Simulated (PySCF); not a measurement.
Al(All)(F)2, SMILES C=C[CH2][Al]([F])[F] at its CAM-B3LYP/def2-SVP optimised geometry (Å):

```
11

Al     0.6951     0.4261     0.0000
C     -0.3179    -1.2254     0.0254
C     -1.7803    -1.0303    -0.2296
C     -2.4280    -1.3634    -1.3451
H     -0.1457    -1.6891     1.0132
H      0.1329    -1.9080    -0.7146
H     -2.3475    -0.5464     0.5748
H     -1.9174    -1.8485    -2.1831
H     -3.4955    -1.1645    -1.4612
F      2.3475     0.4261     0.0000
F     -0.0339     1.9080     0.0000
```

Level of theory: CAM-B3LYP/def2-TZVP (PySCF).

Map of the deformation density (molecule minus spherical neutral atoms) (e/bohr³) on the plane z = 1.2 Å:

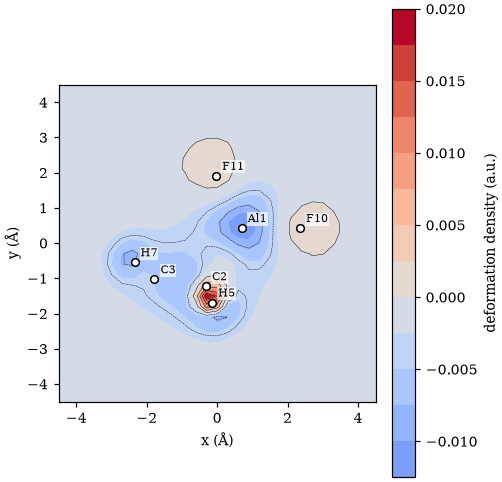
Figure: Deformation density (molecule minus spherical neutral atoms) (e/bohr³) on the plane z = 1.2 Å.
